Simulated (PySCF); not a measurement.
```yaml
atoms:
  - { symbol: C, position_ang: [-2.7029, 1.0806, -0.2156] }
  - { symbol: C, position_ang: [-2.3759, -0.3852, 0.0277] }
  - { symbol: C, position_ang: [-1.1661, -0.8463, -0.7761] }
  - { symbol: Si, position_ang: [0.4608, 0.0279, -0.2583] }
  - { symbol: F, position_ang: [0.6364, -0.4791, 1.2933] }
  - { symbol: P, position_ang: [2.2440, -0.8582, -1.2847] }
  - { symbol: Si, position_ang: [3.9437, 0.1792, -0.2758] }
  - { symbol: H, position_ang: [-1.8713, 1.7086, 0.0986] }
  - { symbol: H, position_ang: [-2.8882, 1.2598, -1.2725] }
  - { symbol: H, position_ang: [-3.5892, 1.3724, 0.3426] }
  - { symbol: H, position_ang: [-3.2411, -0.9954, -0.2462] }
  - { symbol: H, position_ang: [-2.1836, -0.5436, 1.0903] }
  - { symbol: H, position_ang: [-1.0196, -1.9195, -0.6239] }
  - { symbol: H, position_ang: [-1.3546, -0.6968, -1.8403] }
  - { symbol: H, position_ang: [2.1793, -0.0162, -2.3767] }
  - { symbol: H, position_ang: [4.1743, -0.5279, 0.9793] }
  - { symbol: H, position_ang: [3.6529, 1.5931, -0.0292] }
  - { symbol: H, position_ang: [5.0922, 0.0528, -1.1737] }
```

Geometry: GFN2-xTB.

Theory: UKS B3LYP, pcH-1 on C F H P Si, non-relativistic, mean-field spin-orbit, GIAO (PySCF).

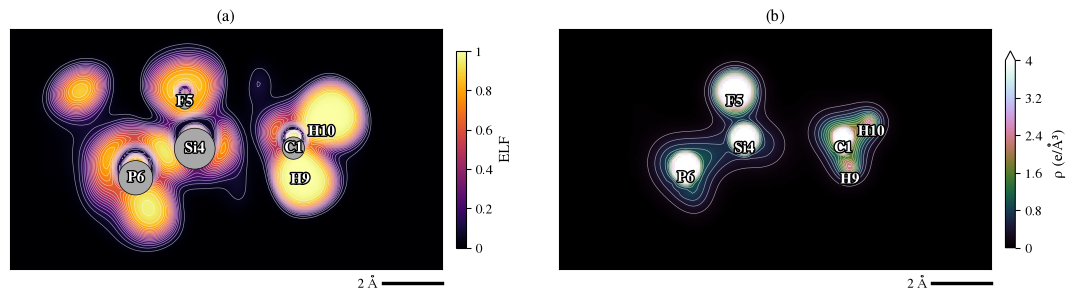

C₃H₁₁FPSi₂ (doublet). (a) electron localisation function; (b) electron density on the plane of atoms H9, C1 and H10. Grey discs cover the atomic cores in the ELF map.

Question: What do the fields say about this system?

Answer: Atoms in the plane: C, Si, F, P and H.
Si–F (1.64 Å): ρ at the midpoint is about 2.1 e/Å³, with its minimum of 0.75 e/Å³ about 1.0 Å from Si; the ELF is about 0.20 at the midpoint and 0.05 at its lowest between the atoms.
Si–P (2.24 Å): the density is about 0.66 e/Å³ at the midpoint; the ELF peaks at about 0.90 between the atoms (a covalent bond).
C–H (1.09 Å): the density is about 1.6 e/Å³ at the midpoint; the ELF climbs to about 1 towards the hydrogen, as it does in any bond to H.
The ELF also peaks beside F5, away from the bonds: non-bonding electrons, paired or unpaired.
